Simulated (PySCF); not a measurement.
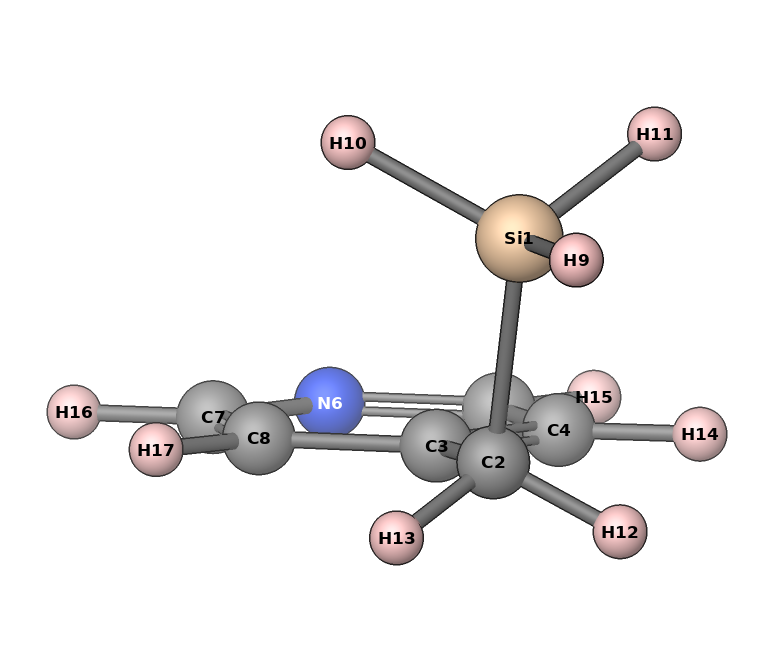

C3 lies behind C2. The molecule seen a little off the C2–C3 bond, C2 in front. Distant atoms are faded towards the background colour. Computed geometry: PBE0-D3(BJ)/def2-SVP optimisation. No frequency run is at hand to confirm it as a minimum.

> What is the torsion angle Si1–C2–C3–C4? The sign is positive where the front bond must turn clockwise to cover the back bond.

89°, about perpendicular.
